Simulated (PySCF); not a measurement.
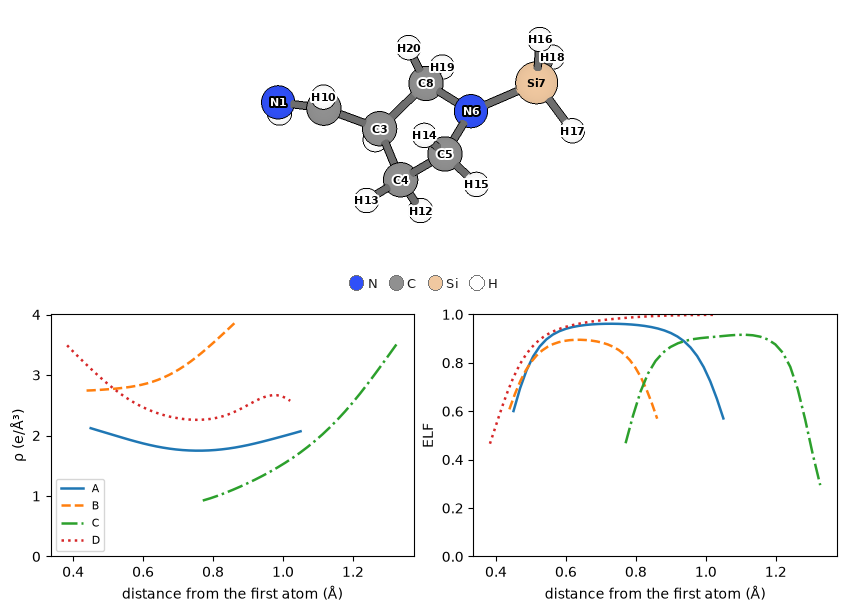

The picture shows: C5H12N2Si. Total electron density and electron localisation function along straight lines between neighbouring atoms. The curves leave out the atomic cores. The structure is drawn too.

Geometry: GFN2-xTB.

Computed with PySCF 2.14.0, PBE0/pcSseg-1, SCF density, gas phase, non-relativistic.

```xyz
20

N    -2.8903    1.7382    1.0480
C    -1.8954    0.9794    0.9962
C    -1.1391    0.5098   -0.2115
C    -1.1013   -1.0308   -0.2617
C     0.2985   -1.3670    0.2505
N     1.1067   -0.2993   -0.2798
Si    2.8024   -0.3617   -0.5104
C     0.3506    0.9190   -0.1175
H    -3.2193    2.0771    0.1432
H    -1.5259    0.6043    1.9480
H    -1.6024    0.9210   -1.1130
H    -1.2098   -1.3705   -1.2914
H    -1.8888   -1.4818    0.3412
H     0.3080   -1.3714    1.3514
H     0.6627   -2.3316   -0.1010
H     3.6086   -0.1643    0.7077
H     3.0602   -1.6981   -1.0441
H     3.0960    0.7145   -1.4561
H     0.6311    1.6360   -0.8904
H     0.5423    1.3878    0.8602
```

Which curve belongs to which contact (C–C, C–N, N–H and Si–N)? The first atom named is at distance zero.

Curve A: C–C (1.50 Å): ρ at the midpoint is about 1.7 e/Å³; the ELF peaks at about 0.95 between the atoms (a shared electron pair). Curve B: C–N (1.25 Å): ρ is about 2.9 e/Å³ halfway; the ELF peaks at about 0.90 between the atoms: a short, multiple covalent bond. Curve C: Si–N (1.71 Å): ρ at the midpoint is about 1.1 e/Å³; the ELF peaks at about 0.90 between the atoms (a shared but strongly polarised pair). Curve D: N–H (1.02 Å): the density is about 2.8 e/Å³ at the midpoint; the ELF climbs to about 1 towards the hydrogen, as it does in any bond to H (an ordinary covalent bond to hydrogen).
